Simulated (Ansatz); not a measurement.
# CHFSSi (SMILES F[SiH]=C=S): functionals against CCSD(T) at one geometry

How do the functionals fare away from a minimum? The structure is a structure displaced at random from a GFN2-xTB minimum.

The runs use Ansatz 0.2.0, Gaussian basis; single points in def2-TZVPP.

Cores are frozen in the correlated methods.

## Step 1: Starting geometry

SMILES `F[SiH]=C=S`, 5 atoms, charge 0, spin multiplicity 1.

Atoms are counted from 1 here; the program's logs count them from 0.

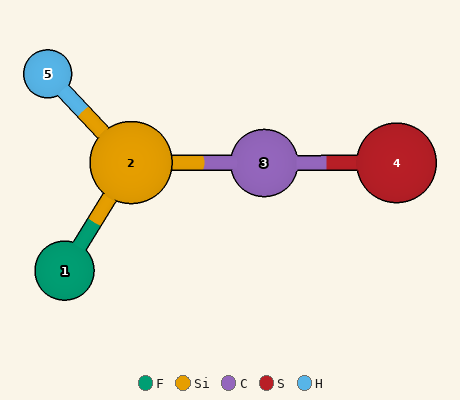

The starting geometry (fluorine teal, silicon amber, carbon purple, sulfur red, hydrogen blue); atoms are numbered from 1 in the order of the file.

As a file:

```
F     1.28510    1.39120   -0.28580
Si    0.02880    0.64730    0.27170
C    -0.21770   -0.97630   -0.41490
S    -1.11490   -1.96940   -1.33330
H     0.06450    0.94610    1.73800
```

## Step 2: CCSD(T)/def2-TZVPP

Contents of run/in.yaml:

```yaml
crystal:
  periodic: [false, false, false]
  atoms:
    - {symbol: F, position_ang: [1.285100, 1.391200, -0.285800]}
    - {symbol: Si, position_ang: [0.028800, 0.647300, 0.271700]}
    - {symbol: C, position_ang: [-0.217700, -0.976300, -0.414900]}
    - {symbol: S, position_ang: [-1.114900, -1.969400, -1.333300]}
    - {symbol: H, position_ang: [0.064500, 0.946100, 1.738000]}
basis:
  gaussian: {orbitals: def2-TZVPP}
correlation: {method: ccsd_t}
output: {forces: true}
```

No record of the launch command was kept for these runs.

## Step 3: PBE0-D4/def2-TZVPP

Changes to run/in.yaml since step 2:

```diff
@@ -10,3 +10,3 @@
   gaussian: {orbitals: def2-TZVPP}
-correlation: {method: ccsd_t}
-output: {forces: true}
+hamiltonian: {xc: pbe0, dispersion: d4}
+output: {forces: true, orbitals: {seedname: orbitals}}
```

## Step 4: wB97M-V/def2-TZVPP

Changes to run/in.yaml since step 3:

```diff
@@ -10,3 +10,3 @@
   gaussian: {orbitals: def2-TZVPP}
-hamiltonian: {xc: pbe0, dispersion: d4}
-output: {forces: true, orbitals: {seedname: orbitals}}
+hamiltonian: {xc: {name: wB97M-V}}
+output: {forces: true}
```

## Step 5: r2SCAN-D4/def2-TZVPP

Changes to run/in.yaml since step 4:

```diff
@@ -10,3 +10,3 @@
   gaussian: {orbitals: def2-TZVPP}
-hamiltonian: {xc: {name: wB97M-V}}
+hamiltonian: {xc: r2scan, dispersion: d4}
 output: {forces: true}
```

## Step 6: PBE-D4/def2-TZVPP

Changes to run/in.yaml since step 5:

```diff
@@ -10,3 +10,3 @@
   gaussian: {orbitals: def2-TZVPP}
-hamiltonian: {xc: r2scan, dispersion: d4}
+hamiltonian: {xc: pbe, dispersion: d4}
 output: {forces: true}
```

## Step 7: B97M-V/def2-TZVPP

Changes to run/in.yaml since step 6:

```diff
@@ -10,3 +10,3 @@
   gaussian: {orbitals: def2-TZVPP}
-hamiltonian: {xc: pbe, dispersion: d4}
+hamiltonian: {xc: {name: B97M-V}}
 output: {forces: true}
```

## Step 8: BLYP-D4/def2-TZVPP

Changes to run/in.yaml since step 7:

```diff
@@ -10,3 +10,3 @@
   gaussian: {orbitals: def2-TZVPP}
-hamiltonian: {xc: {name: B97M-V}}
+hamiltonian: {xc: {name: BLYP}, dispersion: d4}
 output: {forces: true}
```

(Steps that only read results are left out.)

**Question.** What will these runs give? Wanted: energy less free atoms, CCSD(T)/def2-TZVPP; RMS force component; RMS force error; HOMO and LUMO, PBE0-D4; T1 diagnostic.

**Answer**, as computed:

| quantity | value |
| --- | --- |
| energy less free atoms, CCSD(T)/def2-TZVPP | -404.0 kcal/mol |
| RMS force component | 0.928 to 1.146 eV/Å over the methods |
| RMS force error | PBE0-D4 0.304, wB97M-V 0.338, r2SCAN-D4 0.202, PBE-D4 0.251, B97M-V 0.294, BLYP-D4 0.286 eV/Å |
| HOMO and LUMO, PBE0-D4 | -5.98 and -3.49 eV |
| T1 diagnostic | 0.021 |

In words: Against CCSD(T) the functionals' energies less atoms differ by -34.1 to -11.8 kcal/mol, PBE-D4 by -34.1 kcal/mol. A larger basis would deepen the CCSD(T) value, while the functionals are nearly converged already, so the order here is not reliable. The forces of r2SCAN-D4 come nearest to CCSD(T), those of wB97M-V are farthest. Frozen-core CCSD(T) forces in triple zeta carry basis errors of their own, and this is one geometry, so small gaps rank nothing. The restricted Hartree–Fock reference is unstable towards an unrestricted one at one or more of these structures.
